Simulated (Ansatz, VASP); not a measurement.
# CuI (Marshite): VASP beside Ansatz

One calculation is typed for both programs; each brings its own data sets and cutoff. How far apart do they land?

Program: Ansatz 0.2.0. Level of theory: plane waves, with VASP 6.6.1 beside it; band structure at BLYP, dielectric response at PBE and band structure at PBE, spin-orbit coupling. Results are calculated unless marked as measured.

The database entry behind the starting cell differs from later determinations by our own check (about 0.15 % long (mineral sample)), so it need not match the best structure at ambient conditions.

### 1. Set-up

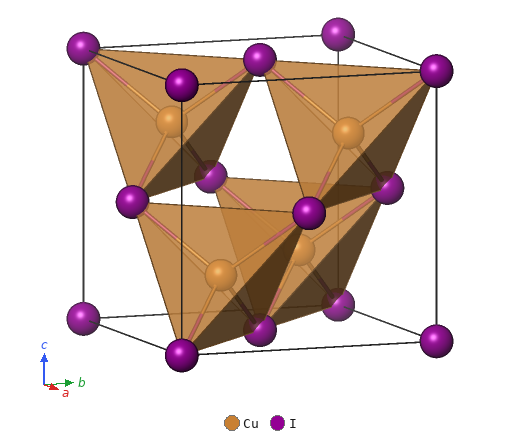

Start, viewed slightly off an axis; copper orange, iodine purple. This picture shows the conventional cell, with its axes. Bonds to atoms that aren't drawn are left out. Some periodic images of atoms are drawn too.

### 2. Ansatz: band structure, BLYP

Ansatz runs on its default PAW (the set named soft_2) files.

The same path points are solved in both programs, so levels can be compared one by one.

The input, input.yaml:

```yaml
crystal:
  lattice:
    - [0.0, 3.0315, 3.0315]
    - [3.0315, 0.0, 3.0315]
    - [3.0315, 3.0315, 0.0]
  atoms:
    - { symbol: Cu, position: [0.25, 0.25, 0.25] }
    - { symbol: I, position: [0.0, 0.0, 0.0] }
hamiltonian:
  xc: blyp
  pseudopotentials: { kind: paw }
kpoints:
  mp_grid: { grid: [4, 4, 4] }
  band_path:
    path:
      - [0.0, 0.0, 0.0]
      - [0.16667, 0.0, 0.16667]
      - [0.33333, 0.0, 0.33333]
      - [0.5, 0.0, 0.5]
      - [0.5, 0.08333, 0.58333]
      - [0.5, 0.18333, 0.68333]
      - [0.5, 0.25, 0.75]
      - [0.45, 0.3, 0.75]
      - [0.40833, 0.34167, 0.75]
      - [0.35, 0.35, 0.7]
      - [0.225, 0.225, 0.45]
      - [0.075, 0.075, 0.15]
      - [0.03333, 0.03333, 0.03333]
      - [0.23333, 0.23333, 0.23333]
      - [0.4, 0.4, 0.4]
      - [0.51667, 0.46667, 0.51667]
      - [0.55833, 0.38333, 0.55833]
      - [0.60833, 0.28333, 0.60833]
      - [0.60833, 0.25, 0.64167]
      - [0.55833, 0.25, 0.69167]
      - [0.51667, 0.25, 0.73333]
      - [0.5, 0.3, 0.7]
      - [0.5, 0.38333, 0.61667]
      - [0.5, 0.48333, 0.51667]
      - [0.475, 0.475, 0.55]
      - [0.425, 0.425, 0.65]
      - [0.38333, 0.38333, 0.73333]
      - [0.59167, 0.18333, 0.59167]
      - [0.55, 0.1, 0.55]
      - [0.5, 0.0, 0.5]
    npoints: 1
scf:
  occupations: { method: gaussian, width: 0.02 }
  n_extra_bands: 7
output:
  forces: true
  stress: true
  eigenvalues: true
```

Command:

```sh
$ ansatz run input.yaml --threads 2 --pin off --max-ram 4608MiB --backend cpu --events-out ev --progress --plain --runs-dir out
```

Numbers of over 12 decimals in the logs are rounded to 6 here.

Output:

```text
scf.n_extra_bands = 7 over 18 filled bands (N_el = 36.0): the run solves 25 bands
Engine: ansatz 0.2.0, aarch64-unknown-linux-gnu
Pseudopotentials: kind: paw
Pseudopotential: Cu, paw, valence charge 19, recommended cutoff 420 eV (normal), Cu.paw.azcp
Pseudopotential: I, paw, valence charge 17, recommended cutoff 420 eV (normal), I.paw.azcp
Functional definition: BLYP
  parameter beta = 0.0042
  parameter a = 0.04918
  parameter b = 0.132
  parameter c = 0.2533
  parameter d = 0.349
  exchange = b88_x(beta = beta)
  correlation = lyp_c(a = a, b = b, c = c, d = d)
Crystal: 2 atoms, lattice volume = 55.719 Å³
Basis set: ecut = 420 eV, 1067 PW (Γ), exchange–correlation on 60×60×60 points (8 copies of the dense FFT grid, shifted against one another)
Bands: 25, of which v1, the nominal top of the filled ones, is band 18 counted from 1 (17 counted from 0)
Symmetry: 24 space group operations
Space group: F-43m (ITA 216), of the structure as read, at distance tolerance 3.8e-5 Å
k-points: 8 of 64 (time reversal used)
Non-local potential: Cu, projectors of the file, l = 0: 3, l = 1: 2, l = 2: 3, l = 3: 1
Non-local potential: I, projectors of the file, l = 0: 2, l = 1: 2, l = 2: 2, l = 3: 2
PAW form: soft (Blöchl's): semilocal exchange-correlation on the pseudo side does not see the compensation charge
PAW frozen core: Cu, regenerated for the run's functional, and the local potential with it (the file was generated under x = pbe(κ = 0.804, μ = 0.219515), c = pbe(β = 0.066725))
PAW frozen core: I, regenerated for the run's functional, and the local potential with it (the file was generated under x = pbe(κ = 0.804, μ = 0.219515), c = pbe(β = 0.066725))
PAW one-centre angular grid: Cu, 590 points (default); XC on 64 Gauss nodes
PAW one-centre angular grid: I, 590 points (default); XC on 64 Gauss nodes
Initial density: superposition of atomic densities (neutral atoms: chi_scale 0, normalization atom), corrected by the library's trained network
Initial wavefunctions: pseudopotential atomic-orbital guess
Functional: x = b88, c = lyp
SCF iter   1: F=—  HF=-14165.264113 eV  |F-HF|=—  |Δ(HF+E_count)|=         —  Δρ=6.42e-3  dr2=2.05e-2  ethr=1.77e-3  ⟨swp⟩=6.5  Hψ=993  notcnv=0
preconditioner: auto → none  [insulator: Δε(μ)=1.233 eV  Ē_g=11.316 eV  σ=0.020 eV  W_gap=1.00  n_scr=14 (ndim 8)  ℏωp=21.1 eV  f_vac=0.179  D(μ)=0.00/eV (n_scr^D=0)  ε∞_Penn≈4.5]
SCF iter   2: F=—  HF=-14165.263790 eV  |F-HF|=—  |Δ(HF+E_count)|=   3.23e-4  Δρ=7.77e-3  dr2=1.84e-2  ethr=5.70e-5  ⟨swp⟩=2.6  Hψ=375  notcnv=0  defer=21
SCF iter   3: F=—  HF=-14165.259670 eV  |F-HF|=—  |Δ(HF+E_count)|=   4.12e-3  Δρ=2.86e-3  dr2=3.52e-3  ethr=5.11e-5  ⟨swp⟩=2.1  Hψ=342  notcnv=0  defer=21
SCF iter   4: F=—  HF=-14165.258926 eV  |F-HF|=—  |Δ(HF+E_count)|=   7.44e-4  Δρ=6.86e-4  dr2=2.05e-4  ethr=9.78e-6  ⟨swp⟩=2.0  Hψ=300  notcnv=0  defer=21
SCF iter   5: F=—  HF=-14165.258897 eV  |F-HF|=—  |Δ(HF+E_count)|=   2.97e-5  Δρ=1.07e-4  dr2=3.09e-6  ethr=5.70e-7  ⟨swp⟩=2.0  Hψ=226  notcnv=0  defer=21
SCF iter   6: F=—  HF=-14165.258902 eV  |F-HF|=—  |Δ(HF+E_count)|=   5.26e-6  Δρ=1.52e-5  dr2=5.41e-8  ethr=2.78e-10  ⟨swp⟩=8.5  Hψ=1150  notcnv=0
SCF iter   7: F=-14165.258902 eV  HF=-14165.258902 eV  |F-HF|=4.35e-9  |Δ(HF+E_count)|=   1.47e-8  Δρ=5.55e-6  dr2=7.60e-9  ethr=1.50e-10  ⟨swp⟩=2.9  Hψ=643  notcnv=0
SCF 1 converged in 7 iterations: F = -14165.258902 eV  dr2 = 7.60e-9
  greatest PAW one-centre occupation: 1.000 electrons in one spin orbital (limit 2), on the Cu atom at site 0 (counted from 0), in its partial waves of l = 0
NSCF: frozen V_eff on 30 k-points
SCF converged after 7 iterations
Free energy (F): -14165.258902 eV
Harris-Foulkes:  -14165.258902 eV  (|F-HF|=4.35e-9)
Internal energy: -14165.258902 eV  (E = F + TS)
E sigma→0 (E₀):  -14165.258902 eV
Fermi energy:    9.077482 eV
--- Per-component energies (eV) ---
  E_band       = -852.184398
  E_kinetic    = 491.449552
  E_local      = -7621.682493  (includes V_loc(G=0)·N_el)
  E_nonlocal   = 306.105322
  E_hartree    = 3548.719500
  E_xc         = -212.772994
  E_vxc        = -237.227157  (∫ρ·V_xc dr)
  E_paw        = -6522.951896  (= ΣΔE_a)
  E_vpaw       = -888.276394  (= ΣTr[D̂ρ^β])
  E_aug_tail   = 0.000326  (compensation charges beyond the density's cutoff)
  E_ewald      = -4154.131452
  E_core_change = 0.005234  (= ΣΔE_core)
  E_smearing   = -0.000000  (= −TS)
  E_closure    = -0.000000  (closes the sum)
  Σ components = -14165.258902   (vs F -14165.258902, Δ=0.00e0)
--- Forces (eV/Å), atoms counted from 1 ---
  atom   1  Cu    -0.00000000     0.00000000     0.00000000
  atom   2  I      0.00000000    -0.00000000    -0.00000000
  max |Σ_I F_I| component: 9.25e-18 eV/Å
--- Stress (GPa, compression-positive) ---
        3.759057       0.000000      -0.000000
        0.000000       3.759057       0.000000
       -0.000000       0.000000       3.759057
  P = ⅓ Tr σ = 3.7591 GPa (37.591 kbar)
--- Band table (eV; the first three rows and the last of 8) ---
  k-point 0: bands = [... 14 lower, 6.6305, 8.4981, 8.4981, 8.4981, 9.6565, 13.4888, 13.4888, 13.4888, ... 3 higher]
  k-point 1: bands = [... 14 lower, 6.6222, 7.2113, 8.1286, 8.1286, 10.7903, 14.0384, 14.0384, 14.0901, ... 3 higher]
  k-point 2: bands = [... 14 lower, 6.6585, 6.7025, 7.7902, 7.7902, 10.6839, 14.0391, 14.0391, 16.0887, ... 3 higher]
  k-point 7: bands = [... 14 lower, 6.6004, 6.7124, 6.8744, 7.2290, 12.9671, 13.3225, 14.6190, 15.0664, ... 3 higher]
```

Run time: 2 s. Hardware: 2 threads of Arm Neoverse V1, shared host; peak memory 0.31 GiB.

### 3. VASP: band structure, BLYP

The same cell, functional (in two slightly different forms), mesh and smearing now go to VASP, with its own data sets and cutoff.

Lines of VASP's logs that name or quote its potential files are left out, and so is its time.

The input, INCAR:

```
SYSTEM = CuI
PREC = Accurate
ENCUT = 400
EDIFF = 1E-06
NELM = 100
ISMEAR = 0
SIGMA = 0.02
LREAL = .FALSE.
ALGO = Normal
GGA = B5
ALDAX = 1
AGGAX = 1
AGGAC = 1
ALDAC = 0
NBANDS = 21
LORBIT = 11
LWAVE = .FALSE.
LCHARG = .FALSE.
KPAR = 4
```

The input, POSCAR:

```
CuI
1.0
    0.0000000000      3.0315000000      3.0315000000
    3.0315000000      0.0000000000      3.0315000000
    3.0315000000      3.0315000000      0.0000000000
Cu I
1 1
Direct
    0.2500000000      0.2500000000      0.2500000000
    0.0000000000      0.0000000000      0.0000000000
```

The input, KPOINTS:

```
Automatic mesh
0
Gamma
4 4 4
0 0 0
```

The input, KPOINTS_OPT:

```
Line mode
16
Line-mode
Reciprocal
  0.00000000   0.00000000   0.00000000 GAMMA
  0.50000000   0.00000000   0.50000000 X

  0.50000000   0.00000000   0.50000000 X
  0.50000000   0.25000000   0.75000000 W

  0.50000000   0.25000000   0.75000000 W
  0.37500000   0.37500000   0.75000000 K

  0.37500000   0.37500000   0.75000000 K
  0.00000000   0.00000000   0.00000000 GAMMA

  0.00000000   0.00000000   0.00000000 GAMMA
  0.50000000   0.50000000   0.50000000 L

  0.50000000   0.50000000   0.50000000 L
  0.62500000   0.25000000   0.62500000 U

  0.62500000   0.25000000   0.62500000 U
  0.50000000   0.25000000   0.75000000 W

  0.50000000   0.25000000   0.75000000 W
  0.50000000   0.50000000   0.50000000 L

  0.50000000   0.50000000   0.50000000 L
  0.37500000   0.37500000   0.75000000 K

  0.62500000   0.25000000   0.62500000 U
  0.50000000   0.00000000   0.50000000 X
```

Potentials, in the order of the species: Cu and I (PBE family, release 64).

Command:

```sh
$ mpirun -np 4 vasp_std
```

Output:

```text
[banner, memory and clock lines left out]
running    4 mpi-ranks, on    1 nodes
 distrk:  each k-point on    1 cores,    4 groups
 distr:  one band on    1 cores,    1 groups

 POSCAR found type information on POSCAR CuI
 POSCAR found :  2 types and       2 ions
|                                                                             |
|               ----> ADVICE to this user running VASP <----                  |
|                                                                             |
|     You enforced a specific xc type in the INCAR file but a different       |
|     [... a line on the potential file left out ...]
|     I HOPE YOU KNOW WHAT YOU ARE DOING!                                     |
|                                                                             |

 LDA part: xc-table for (Slater(with rela. corr.)+VWN5), standard interpolation
 POSCAR, INCAR and KPOINTS ok, starting setup
 FFT: planning ... GRIDC
 FFT: planning ... GRID_SOFT
 FFT: planning ... GRID
 WAVECAR not read
 entering main loop
       N       E                     dE             d eps       ncg     rms          rms(c)
DAV:   1     0.970679786106E+02    0.97068E+02   -0.60111E+03   336   0.741E+02
DAV:   2     0.308872281702E+01   -0.93979E+02   -0.82934E+02   356   0.186E+02
DAV:   3    -0.456378897513E+01   -0.76525E+01   -0.75145E+01   404   0.573E+01
DAV:   4    -0.476606712778E+01   -0.20228E+00   -0.20202E+00   409   0.842E+00
DAV:   5    -0.477547521954E+01   -0.94081E-02   -0.94065E-02   489   0.208E+00    0.481E+00
DAV:   6    -0.468580536709E+01    0.89670E-01   -0.17644E+00   401   0.314E+01    0.315E+00
DAV:   7    -0.456790726143E+01    0.11790E+00   -0.42136E-01   406   0.180E+01    0.157E+00
DAV:   8    -0.456634722059E+01    0.15600E-02   -0.20641E-02   528   0.130E+00    0.286E-01
DAV:   9    -0.456512385007E+01    0.12234E-02   -0.41844E-03   430   0.161E+00    0.803E-02
DAV:  10    -0.456522132560E+01   -0.97476E-04   -0.28562E-04   414   0.102E-01    0.162E-02
DAV:  11    -0.456522298157E+01   -0.16560E-05   -0.16418E-05   481   0.748E-02    0.638E-03
DAV:  12    -0.456522319801E+01   -0.21645E-06   -0.37171E-06   422   0.322E-02
   1 F= -.45652232E+01 E0= -.45652232E+01  d E =-.526699E-24
 Start KPOINTS_OPT (optional k-point list driver)
k-point batch [1-8\160]
       N       E                     dE             ncg
DAV:   1     0.108952349629E+04    0.16559E+03      341
DAV:   2     0.280409226106E+03   -0.80911E+03      356
DAV:   3     0.213414091536E+03   -0.66995E+02      381
DAV:   4     0.211454802469E+03   -0.19593E+01      409
DAV:   5     0.211366342187E+03   -0.88460E-01      491
DAV:   6     0.211363860893E+03   -0.24813E-02      454
DAV:   7     0.211363821505E+03   -0.39389E-04      499
DAV:   8     0.211363821305E+03   -0.19965E-06      294
[...]
k-point batch [153-160\160]
       N       E                     dE             ncg
DAV:   1     0.944280916586E+03   -0.35874E+04      341
DAV:   2     0.204381890704E+03   -0.73990E+03      361
DAV:   3     0.138429713621E+03   -0.65952E+02      448
DAV:   4     0.136860730280E+03   -0.15690E+01      409
DAV:   5     0.136787226944E+03   -0.73503E-01      507
DAV:   6     0.136785961818E+03   -0.12651E-02      415
DAV:   7     0.136785913365E+03   -0.48453E-04      513
DAV:   8     0.136785913184E+03   -0.18078E-06      345
```

Parts of OUTCAR (step 3):

```text
ion  position               nearest neighbor table
   1  0.250  0.250  0.250-   2 2.63   2 2.63   2 2.63   2 2.63
   2  0.000  0.000  0.000-   1 2.63   1 2.63   1 2.63   1 2.63

  LATTYP: Found a face centered cubic cell.
 ALAT       =     6.0630000000

 Subroutine GETGRP returns: Found 24 space group operations
 (whereof 24 operations were pure point group operations)

The static configuration has the point symmetry T_d .

 Found      8 irreducible k-points:

   k-points           NKPTS =      8   k-points in BZ     NKDIM =      8   number of bands    NBANDS=     21

   dimension x,y,z NGX =    28 NGY =   28 NGZ =   28
   dimension x,y,z NGXF=    56 NGYF=   56 NGZF=   56

   ENCUT  =  400.0 eV  29.40 Ry    5.42 a.u.   6.99  6.99  6.99*2*pi/ulx,y,z

   NELECT =      18.0000    total number of electrons

 k-points in reciprocal lattice and weights: Automatic mesh
   0.00000000  0.00000000  0.00000000       0.016
   0.25000000  0.00000000  0.00000000       0.125
   0.50000000  0.00000000  0.00000000       0.062
   0.25000000  0.25000000  0.00000000       0.094
   0.50000000  0.25000000  0.00000000       0.375
  -0.25000000  0.25000000  0.00000000       0.188
   0.50000000  0.50000000  0.00000000       0.047
  -0.25000000  0.50000000  0.25000000       0.094

 average (electrostatic) potential at core
       1 -65.5489       2 -92.0480

 E-fermi :   4.9403

 k-point     1 :       0.0000    0.0000    0.0000
  band No.  band energies     occupation
    ...
      5       2.9183      2.00000
      6       2.9183      2.00000
      7       4.8012      2.00000
      8       4.8012      2.00000
      9       4.8012      2.00000
     10       6.0122      0.00000
     11       9.7748      0.00000
     12       9.7748      0.00000
     13       9.7748      0.00000
     14      13.0995      0.00000
    ...

 k-point     2 :       0.2500    0.0000    0.0000
  band No.  band energies     occupation
    ...
      5       2.9098      2.00000
      6       2.9098      2.00000
      7       3.5062      2.00000
      8       4.4298      2.00000
      9       4.4298      2.00000
     10       7.1297      0.00000
     11      10.3216      0.00000
     12      10.3216      0.00000
     13      10.3995      0.00000
     14      13.6747      0.00000
    ...

 k-point     3 :       0.5000    0.0000    0.0000
  band No.  band energies     occupation
    ...
      5       2.9457      2.00000
      6       2.9457      2.00000
      7       2.9934      2.00000
      8       4.0904      2.00000
      9       4.0904      2.00000
     10       7.0146      0.00000
     11      10.3172      0.00000
     12      10.3172      0.00000
     13      12.4104      0.00000
     14      14.0403      0.00000
    ...

  Total        1.2747652      1.2747652      1.2747652     -0.0000000      0.0000000      0.0000000
  in kB       36.6554089     36.6554089     36.6554089     -0.0000000      0.0000000      0.0000000
  external PRESSURE =      36.6554089 kB  Pullay stress =       0.0000000 kB

  energy-cutoff  :      400.00
  volume of cell :       55.72
      direct lattice vectors                 reciprocal lattice vectors
     0.000000000  3.031500000  3.031500000    -0.164934851  0.164934851  0.164934851
     3.031500000  0.000000000  3.031500000     0.164934851 -0.164934851  0.164934851
     3.031500000  3.031500000  0.000000000     0.164934851  0.164934851 -0.164934851

 POSITION                                       TOTAL-FORCE (eV/Angst)
 -----------------------------------------------------------------------------------
      1.51575      1.51575      1.51575        -0.000000      0.000000      0.000000
      0.00000      0.00000      0.00000         0.000000     -0.000000     -0.000000
 -----------------------------------------------------------------------------------
    total drift:                               -0.000002     -0.000002     -0.000002

  FREE ENERGIE OF THE ION-ELECTRON SYSTEM (eV)
  ---------------------------------------------------
  free  energy   TOTEN  =        -4.5652231980 eV

  energy  without entropy=       -4.5652231980  energy(sigma->0) =       -4.56522320

 total charge
# of ion       s       p       d       tot
------------------------------------------
    1        0.331   0.264   9.359   9.954
    2        1.509   2.790   0.051   4.349
--------------------------------------------------
tot          1.840   3.054   9.409  14.303

[... 3 further parts left out ...]
```

The run ends at a pressure of 3.67 GPa.

### 4. Comparison

Known differences besides the PAW data sets themselves: the data sets hold 36 valence electrons in Ansatz (default PAW (the set named soft_2) files) and 18 in VASP; the cutoff is 420 eV in Ansatz and 400 eV in VASP; Ansatz makes its cores anew for this functional, VASP keeps those of its PBE data sets; VASP leaves aspherical gradient terms in its spheres out (LASPH is not set), Ansatz keeps them; VASP's log shows a relativistic correction to its local exchange, Ansatz's none. Total energies have different zeros and are not compared.

Both answers:

| quantity | Ansatz | VASP | difference |
| --- | --- | --- | --- |
| pressure (GPa) | 3.76 | 3.67 | +0.09 |
| gap over the path points (eV) | 1.158 | 1.211 | -0.053 |

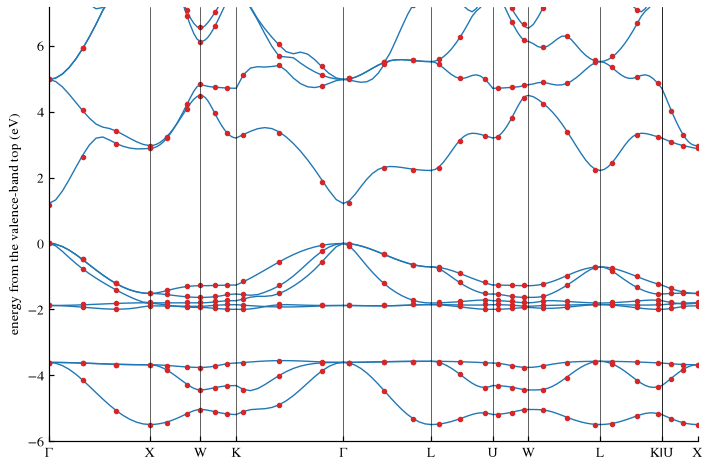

Bands from VASP (lines) and levels from Ansatz (dots). Dots without a line are higher empty bands that the VASP plot leaves out.

Levels at points of the path, from each program's valence-band top (eV; 4 filled, then empty):

| k (reciprocal lattice) | Ansatz | VASP |
| --- | --- | --- |
| 0.000 0.000 0.000 | -1.87 0.00 0.00 0.00 1.16 4.99 4.99 | -1.88 0.00 0.00 0.00 1.21 4.97 4.97 |
| 0.167 0.000 0.167 | -1.85 -0.77 -0.49 -0.49 2.63 4.04 5.93 | -1.86 -0.77 -0.49 -0.49 2.67 4.03 5.91 |
| 0.333 0.000 0.333 | -1.80 -1.41 -1.21 -1.21 3.03 3.40 7.70 | -1.82 -1.41 -1.22 -1.22 3.03 3.41 7.70 |
| 0.500 0.000 0.500 | -1.81 -1.78 -1.51 -1.51 2.88 2.96 9.27 | -1.82 -1.80 -1.52 -1.52 2.88 2.96 9.30 |
| 0.500 0.083 0.583 | -1.86 -1.79 -1.54 -1.42 3.19 3.23 8.51 | -1.87 -1.80 -1.55 -1.43 3.19 3.24 8.50 |
| 0.500 0.183 0.683 | -1.90 -1.79 -1.61 -1.29 4.09 4.23 6.90 | -1.91 -1.80 -1.62 -1.31 4.10 4.22 6.90 |
| 0.500 0.250 0.750 | -1.90 -1.79 -1.62 -1.27 4.47 4.82 6.12 | -1.91 -1.80 -1.64 -1.28 4.49 4.82 6.13 |
| 0.450 0.300 0.750 | -1.86 -1.76 -1.60 -1.26 3.94 4.74 6.59 | -1.88 -1.77 -1.62 -1.27 3.95 4.74 6.58 |
| 0.408 0.342 0.750 | -1.85 -1.73 -1.55 -1.26 3.36 4.71 7.35 | -1.86 -1.74 -1.56 -1.27 3.37 4.72 7.33 |
| 0.350 0.350 0.700 | -1.86 -1.67 -1.54 -1.16 3.29 5.11 7.50 | -1.87 -1.69 -1.55 -1.16 3.30 5.11 7.47 |

Among the levels compared (up to four filled and three empty ones at each point), filled levels agree within 17 meV and empty ones within 53 meV. Ansatz's pressure holds a Pulay correction of 0.04 GPa; VASP's holds none.

### 5. Ansatz: dielectric response, PBE

The response to a field tests empty states and converges slowly with the mesh.

The input, input.yaml:

```yaml
crystal:
  lattice:
    - [0.0, 3.0315, 3.0315]
    - [3.0315, 0.0, 3.0315]
    - [3.0315, 3.0315, 0.0]
  atoms:
    - { symbol: Cu, position: [0.25, 0.25, 0.25] }
    - { symbol: I, position: [0.0, 0.0, 0.0] }
hamiltonian:
  xc: pbe
  pseudopotentials: { kind: paw }
kpoints:
  mp_grid: { grid: [9, 9, 9] }
scf:
  occupations: { method: fixed }
dielectric:
  method: response
```

Command:

```sh
$ ansatz run input.yaml --threads 2 --pin off --max-ram 4608MiB --backend cpu --events-out ev --progress --plain --runs-dir out
```

Output:

```text
[...]
Crystal: 2 atoms, lattice volume = 55.719 Å³
Basis set: ecut = 420 eV, 1067 PW (Γ), exchange–correlation on 60×60×60 points (8 copies of the dense FFT grid, shifted against one another)
Bands: 22, of which v1, the nominal top of the filled ones, is band 18 counted from 1 (17 counted from 0)
Symmetry: 24 space group operations
k-points: 125 of 729 (irreducible under 4 space group operations, time reversal used)
[...]
site 0:
         1.10049   -0.00000    0.00000
         0.00000    1.10049    0.00000
        -0.00000    0.00000    1.10049
    site 1:
        -1.10049    0.00000   -0.00000
        -0.00000   -1.10049   -0.00000
         0.00000   -0.00000   -1.10049
  Z* charge neutrality: 1.971e-4 e pre-enforcement
  solved inside a basis spanned on kpoints, on 10×10×10 k-points, its susceptibility summed on 14×14×14: ε∞ is read to err by 1.7e-2, Z* by 2.0e-2 e (field_mesh: kpoints solves on kpoints); Z* is corrected for what the basis lacks
[key lines of the parts left out:]
SCF converged after 8 iterations
Free energy (F): -14138.366047 eV
Fermi energy:    8.155663 eV
```

Wall time 62 s (2 threads); peak memory 0.81 GiB.

(Part 1 of 2 ends here.)

[Lines on the potential files, build, host, timing and source positions are cut from VASP's logs without a mark.]

[Logs are printed without paths, hosts, clocks, repeated set-up lines and the standing remarks that a program may print on its own settings, such as how far it seeks lower states.]

[Hosts, paths, dates, database ids (printed as entryN), source tags and the programs' standing remarks are cut or masked in the printed files.]
